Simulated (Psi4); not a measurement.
## Energy and gradient calculation, with input and output: MoH2O4 (part 2 of 2)

Continued. System: MoH2O4, multiplicity 3, SMILES [O]=[Mo](=[O])([OH])[OH]. Method: r2SCAN/def2-SVP, UKS, core potentials def2 (Psi4 1.11). The geometry is that of the parent species in another charge or spin state. The geometry comes from this level: PBE0-D4/def2-TZVP.

Geometry of the input (Å):
```
O  0.0526  -1.8997  -0.2371
Mo 0.0951  -0.2873  0.2164
O  0.6334  -0.1739  1.7990
O  -1.6283  0.4230  0.0746
O  1.2711  0.6570  -0.8881
H  -2.0301  0.9705  0.7543
H  1.6063  0.3105  -1.7192
```

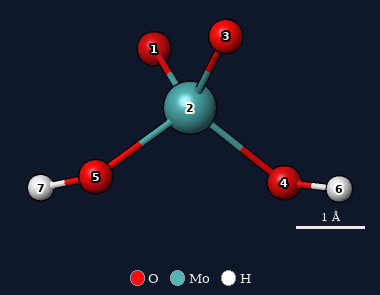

**Figure 1.** The structure as given in the input (ball-and-stick view, seen at a tilt; atoms are numbered from 1 in the order of the input). Sticks mark near contacts.

### Output, continued
```
      24A     -0.260245    25A     -0.068378    26A     -0.045120
      27A     -0.026474    28A     -0.003963    29A      0.016048
      30A      0.023115    31A      0.044759    32A      0.072824
      33A      0.083696    34A      0.143197    35A      0.157117
      36A      0.202984    37A      0.317898    38A      0.319605
      39A      0.334435    40A      0.364740    41A      0.371750
      42A      0.407405    43A      0.409405    44A      0.430567
      45A      0.673896    46A      0.674163    47A      0.934717
      48A      0.948140    49A      0.959959    50A      0.960254
      51A      1.007026    52A      1.040116    53A      1.042638
      54A      1.089462    55A      1.101919    56A      1.169410
      57A      1.183863    58A      1.215277    59A      1.250474
      60A      1.267302    61A      1.337831    62A      1.358977
      63A      1.377388    64A      1.387263    65A      1.426790
      66A      1.464071    67A      1.475429    68A      1.507718
      69A      1.559049    70A      1.601553    71A      1.604963
      72A      1.692024    73A      1.735926    74A      1.888950
      75A      2.265235    76A      2.266542    77A      2.604636
      78A      2.614310    79A      2.625509    80A      2.645927
      81A      2.675460    82A      2.695883    83A      2.746536
      84A      2.747520    85A      2.786108    86A      2.816639
      87A      2.827009    88A      2.858421    89A      2.906890
      90A      2.956990    91A      2.972816    92A      2.986927
      93A      3.042605    94A      3.457102    95A      3.757673
      96A      3.773404    97A     39.681726

    Final Occupation by Irrep:
              A
    DOCC [    23 ]
    SOCC [     2 ]
    NA   [    25 ]
    NB   [    23 ]

  @UKS Final Energy:  -369.97217521713213

   => Energetics <=

    Nuclear Repulsion Energy =            226.5297752162061329
    One-Electron Energy =                -982.4634471461286012
    Two-Electron Energy =                 428.8432236676234197
    DFT Exchange-Correlation Energy =     -42.8817269548331268
    Empirical Dispersion Energy =           0.0000000000000000
    VV10 Nonlocal Energy =                  0.0000000000000000
    Total Energy =                       -369.9721752171321327

  UHF NO Occupations:
  HONO-2 :   23  A 1.9913845
  HONO-1 :   24  A 1.0000000
  HONO-0 :   25  A 1.0000000
  LUNO+0 :   26  A 0.0086155
  LUNO+1 :   27  A 0.0010336
  LUNO+2 :   28  A 0.0004785
  LUNO+3 :   29  A 0.0003118

Computation Completed

Properties will be evaluated at   0.000000,   0.000000,   0.000000 [a0]

Properties computed using the SCF density matrix

 Multipole Moments:

 ------------------------------------------------------------------------------------
     Multipole            Electronic (a.u.)      Nuclear  (a.u.)        Total (a.u.)
 ------------------------------------------------------------------------------------

 L = 1.  Multiply by 2.5417464519 to convert [e a0] to [Debye]
 Dipole X            :          1.0269091           -1.1409003           -0.1139912
 Dipole Y            :         -3.1031024            3.4477678            0.3446653
 Dipole Z            :          2.3371666           -2.5967997           -0.2596331
 Magnitude           :                                                    0.4463155

 ------------------------------------------------------------------------------------

	total time  =         62 seconds =       1.03 minutes

         ------------------------------------------------------------
                                   SCF GRAD
         ------------------------------------------------------------

  ==> Geometry <==

    Molecular point group: c1
    Full point group: C1

    Geometry (in Bohr), charge = 0, multiplicity = 3:

       Center              X                  Y                   Z               Mass
    ------------   -----------------  -----------------  -----------------  -----------------
         O           -0.063629767974    -3.097192217814    -0.819132782294    15.994914619570
         MO           0.016645792026    -0.050292297814     0.037876917706    97.905404820000
         O            1.033904262026     0.164078232186     3.028500787706    15.994914619570
         O           -3.240146007974     1.292093552186    -0.230105152294    15.994914619570
         O            2.238982612026     1.734251662186    -2.049457872294    15.994914619570
         H           -3.999248987974     2.326643012186     1.054360597706     1.007825032230
         H            2.872418812026     1.079367082186    -3.619876972294     1.007825032230

  Nuclear repulsion =  226.529775216206133

  ==> Basis Set <==

  Basis Set: DEF2-SVP
    Blend: DEF2-SVP
    Number of shells: 41
    Number of basis functions: 97
    Number of Cartesian functions: 106
    Spherical Harmonics?: true
    Max angular momentum: 3

  Core potential: DEF2-SVP
    Number of shells: 4
    Number of ECP primitives: 14
    Number of ECP core electrons: 28
    Max angular momentum: 3

  ==> DirectJKGrad: Integral-Direct SCF Gradients <==

    Gradient:                    1
    J tasked:                  Yes
    K tasked:                   No
    wK tasked:                  No
    Integrals threads:           1
    Schwarz Cutoff:          1E-12

  ==> DFT Potential <==

   => LibXC <=

    Version 7.1.2

   => Composite Functional: R2SCAN <=

    r2SCAN Meta-GGA XC Functional  (0.1021/acs.jpclett.0c02405)

    Deriv               =              1
    GGA                 =           TRUE
    Meta                =           TRUE

    Exchange Hybrid     =          FALSE
    MP2 Hybrid          =          FALSE

   => Exchange Functionals <=

    1.0000   XC_MGGA_X_R2SCAN

   => Correlation Functionals <=

    1.0000   XC_MGGA_C_R2SCAN

   => LibXC Density Thresholds  <==

    XC_MGGA_C_R2SCAN:  1.00E-15
    XC_MGGA_X_R2SCAN:  1.00E-11

   => Molecular Quadrature <=

    Radial Scheme          =       TREUTLER
    Pruning Scheme         =           NONE
    Nuclear Scheme         =       TREUTLER

    Blocking Scheme        =         OCTREE
    BS radius alpha        =              1
    Pruning alpha          =              1
    Radial Points          =             99
    Spherical Points       =            590
    Total Points           =         392434
    Total Blocks           =           2878
    Max Points             =            256
    Max Functions          =             95
    Weights Tolerance      =       1.00E-15

  -Total Gradient:
     Atom            X                  Y                   Z
    ------   -----------------  -----------------  -----------------
       1        0.005590013626     0.117573001546     0.018656196185
       2        0.034858242751    -0.105357709800     0.079370514173
       3       -0.045705174324     0.003692588131    -0.110005777635
       4        0.010468089006     0.000514001404     0.015744057217
       5       -0.004626841984    -0.018184776373    -0.002444558642
       6        0.002951556095    -0.003562810195    -0.007967476437
       7       -0.003530531287     0.005309826037     0.006659314771

	total time  =          6 seconds =       0.10 minutes

Properties will be evaluated at   0.000000,   0.000000,   0.000000 [a0]

Properties computed using the R2SCAN density matrix

 Multipole Moments:

 ------------------------------------------------------------------------------------
     Multipole            Electronic (a.u.)      Nuclear  (a.u.)        Total (a.u.)
 ------------------------------------------------------------------------------------

 L = 1.  Multiply by 2.5417464519 to convert [e a0] to [Debye]
 Dipole X            :          1.0269091           -1.1409003           -0.1139912
 Dipole Y            :         -3.1031024            3.4477678            0.3446653
 Dipole Z            :          2.3371666           -2.5967997           -0.2596331
 Magnitude           :                                                    0.4463155

 L = 2.  Multiply by 1.3450342976 to convert [e a0^2] to [Debye ang]
 Quadrupole XX       :       -188.2847202          156.9254299          -31.3592903
 Quadrupole XY       :          3.1455509           -5.7113317           -2.5657808
 Quadrupole XZ       :         15.5512429          -19.8842276           -4.3329846
 Quadrupole YY       :       -154.7953576          120.9869584          -33.8083992
 Quadrupole YZ       :          8.6973617           -8.0220871            0.6752746
 Quadrupole ZZ       :       -157.6716531          127.0034427          -30.6682104
 Traceless XX        :        -21.3674766           21.9534862            0.5860096
 Traceless YY        :         12.1218861          -13.9849853           -1.8630992
 Traceless ZZ        :          9.2455905           -7.9685010            1.2770896

 ------------------------------------------------------------------------------------

  Wiberg Bond Indices using Orthogonal Lowdin Orbitals:

  Total Bond Index:
  Irrep: 1 Size: 7 x 7

                 1                   2                   3                   4                   5

    1     0.00000000000000     2.26675189097133     0.25007450287148     0.07264444783308     0.04213505363052
    2     2.26675189097133     0.00000000000000     2.26668901067232     1.48857201485213     1.48858314985030
    3     0.25007450287148     2.26668901067232     0.00000000000000     0.04213102293287     0.07263974832524
    4     0.07264444783308     1.48857201485213     0.04213102293287     0.00000000000000     0.05286224720197
    5     0.04213505363052     1.48858314985030     0.07263974832524     0.05286224720197     0.00000000000000
    6     0.00651167880853     0.09505794754185     0.00579728603018     1.09237738354099     0.00291649914135
    7     0.00579715951455     0.09505692193145     0.00651160059739     0.00291654350275     1.09238153743341

                 6                   7

    1     0.00651167880853     0.00579715951455
    2     0.09505794754185     0.09505692193145
    3     0.00579728603018     0.00651160059739
    4     1.09237738354099     0.00291654350275
    5     0.00291649914135     1.09238153743341
    6     0.00000000000000     0.00045320428974
    7     0.00045320428974     0.00000000000000

  Alpha Contribution:
  Irrep: 1 Size: 7 x 7

                 1                   2                   3                   4                   5

    1     0.00000000000000     1.05457816039306     0.05066391367564     0.03426092002322     0.01856125334922
    2     1.05457816039306     0.00000000000000     1.05454471219239     0.74710248572940     0.74710613118672
    3     0.05066391367564     1.05454471219239     0.00000000000000     0.01855880846973     0.03425822795562
    4     0.03426092002322     0.74710248572940     0.01855880846973     0.00000000000000     0.02747122210418
    5     0.01856125334922     0.74710613118672     0.03425822795562     0.02747122210418     0.00000000000000
    6     0.00358271397646     0.05108638878095     0.00179960721679     0.54757744937300     0.00160026962430
    7     0.00179952188701     0.05108530123623     0.00358255743153     0.00160030883737     0.54757886611647

                 6                   7

    1     0.00358271397646     0.00179952188701
    2     0.05108638878095     0.05108530123623
    3     0.00179960721679     0.00358255743153
    4     0.54757744937300     0.00160030883737
    5     0.00160026962430     0.54757886611647
    6     0.00000000000000     0.00038593080299
    7     0.00038593080299     0.00000000000000

  Beta Contribution:
  Irrep: 1 Size: 7 x 7

                 1                   2                   3                   4                   5

    1     0.00000000000000     1.21217373057826     0.19941058919583     0.03838352780985     0.02357380028131
    2     1.21217373057826     0.00000000000000     1.21214429847992     0.74146952912272     0.74147701866359
    3     0.19941058919583     1.21214429847992     0.00000000000000     0.02357221446314     0.03838152036961
    4     0.03838352780985     0.74146952912272     0.02357221446314     0.00000000000000     0.02539102509779
    5     0.02357380028131     0.74147701866359     0.03838152036961     0.02539102509779     0.00000000000000
    6     0.00292896483207     0.04397155876090     0.00399767881339     0.54479993416799     0.00131622951705
    7     0.00399763762754     0.04397162069522     0.00292904316587     0.00131623466538     0.54480267131695

                 6                   7

    1     0.00292896483207     0.00399763762754
    2     0.04397155876090     0.04397162069522
    3     0.00399767881339     0.00292904316587
    4     0.54479993416799     0.00131623466538
    5     0.00131622951705     0.54480267131695
    6     0.00000000000000     0.00006727348675
    7     0.00006727348675     0.00000000000000

  Atomic Valences:

 #  #
 Irrep: 1
      1:    2.643914733629488
      2:    7.700710935819383
      3:    2.643843171429471
      4:    2.751503659863782
      5:    2.751518235582802
      6:    1.203113999352645
      7:    1.203116967269298
```

### Results in brief

```tsv
quantity	value
outcome	converged
total energy	−369.972175 hartree
basis functions	97
largest force	7.016 eV/Å
⟨S²⟩	2.023
dipole moment	1.13 D
hardware	1 thread of Intel Xeon (Granite Rapids), 32 GiB of memory available, shared host
wall time	69 s
peak memory	1.1 GiB
```
